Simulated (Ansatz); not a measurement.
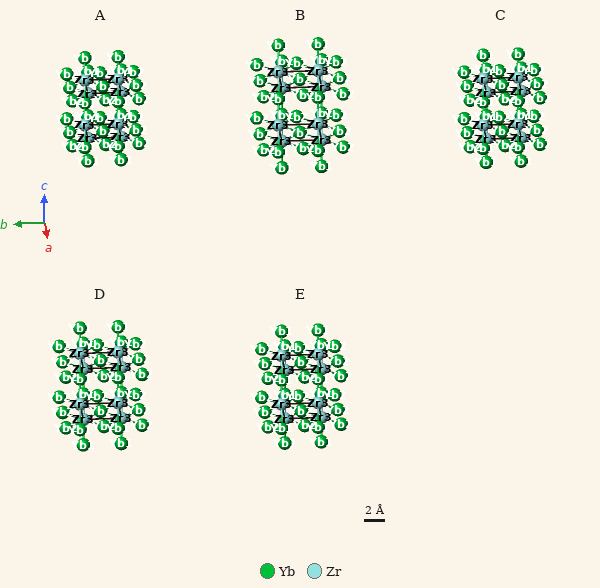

5 geometries from one relaxation of crystalline Yb$_{2}$Zr (a generated structure, set up in P4/mmm) (coarse preliminary run), in shuffled order. Style: ball-and-stick. Shown: the cell of the calculation, from a free direction.

All numbers below come from DFT PBE, scalar-relativistic, plane waves, PAW (Ansatz). (plane-wave cutoff 420 eV; k-point mesh 6 × 6 × 4; occupations gaussian; smearing width 0.1 eV; no spin polarisation; cell and atoms relaxed; force threshold 0.04 eV/Å; at most 70 steps)

Q: Put them in the order of the run, from the start to the converged end.

A: A, C, E, D, B. They are steps 0, 1, 2, 3, 8, at +1041 meV per atom, +540 meV per atom, +226 meV per atom, +68.0 meV per atom relative to the last. The atoms keep their places relative to the cell (all moves are under 0.005 Å). Cell: a = b 3.465 → 4.141 Å (+19.5 %), c 5.072 → 6.031 Å (+18.9 %). Volume +69.8 %. Near-neighbour distances that change, for instance: Yb1–Yb2 3.526 → 4.203 Å, Yb1–Yb1 3.465 → 4.141 Å, Zr3–Zr3 3.465 → 4.141 Å, Yb1–Zr3 2.536 → 3.015 Å. The space group stays P4/mmm (No. 123). Over 6 accepted moves (8 points after the start) the energy falls by 1041 meV per atom. All forces vanish by symmetry, so only the cell relaxes. The pressure goes from 35.91 to 0.10 GPa. The SCF was repeated twice at an unchanged geometry on a basis and grid sized afresh for the cell, which shifted the energy by 32.9 meV per atom at most.

Limits of the set-up: 4f states are treated without a Hubbard U.
